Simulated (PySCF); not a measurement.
# C2H9BrO2Si2: the cost of one run

Programs: PySCF 2.14.0, with routines of our own; each step states its level. All values are computed. Atoms count from 0.

## Step 1: The starting structure

16 atoms, charge 0, multiplicity 1; geometry from: GFN2-xTB.

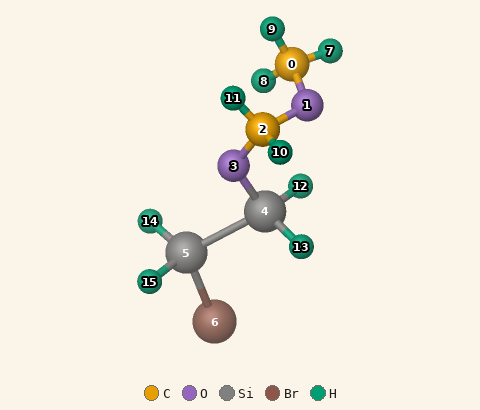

The starting geometry (carbon amber, oxygen purple, silicon grey, bromine brown, hydrogen teal).

## Step 2: Magnetic properties: GIAO B3LYP/pcSseg-1

Job settings and geometry (Å):

```
{"job": {"kind": "mag", "xc": "B3LYP", "basis": "pcSseg-1", "isotopologues": 2}, "charge": 0, "multiplicity": 1}
C     -2.365987    -0.283521     0.903378
O     -1.756652    -1.136073    -0.046232
C     -1.216327    -0.468446    -1.128037
O     -0.049745     0.204109    -0.819196
Si     1.136623    -0.498134     0.055092
Si     2.603286     1.249678    -0.077935
Br     4.441895     0.599998     0.998907
H     -2.678844    -0.920878     1.726977
H     -1.665185     0.473459     1.268042
H     -3.238162     0.216244     0.467702
H     -1.005515    -1.237131    -1.881176
H     -1.920391     0.269818    -1.543426
H      0.714483    -0.843848     1.418048
H      1.569300    -1.750021    -0.578052
H      2.284203     2.503415     0.611068
H      3.139419     1.630275    -1.386571
```

Level: GIAO B3LYP/pcSseg-1 magnetisability, rotational g tensor and spin-rotation constants, non-relativistic, gas phase.

Started as:

```sh
OMP_NUM_THREADS=1 python excited_run.py task.json out
```

This one command runs all jobs of the session in turn.

**Question.** How long does this first job take on 1 thread of Arm Neoverse V2, shared host, and how much memory does it need?

About 42 s, with a peak of 0.99 GiB.
